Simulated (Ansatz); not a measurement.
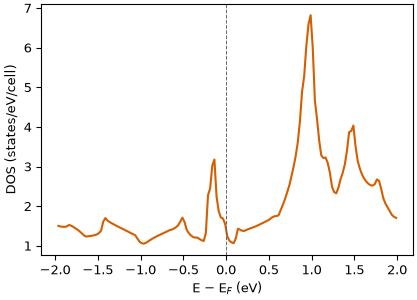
Figure: Density of states of ZrAg2 (I4/mmm) near the Fermi level, PBEsol, rigid bands (Ansatz, a first-principles code).

Task: How far does the Fermi level move in a rigid band for 0.1 electron a cell added or removed?

Result: 79 meV and -61 meV.

A metal at this level (no band gap); rigid bands, thermally averaged at 300 K, both spins. Spin-orbit coupling is left out. Geometry: cell and atoms relaxed with PBEsol.

Computed structure, not matched to a measured one here, so possibly hypothetical: ZrAg2 (I4/mmm).
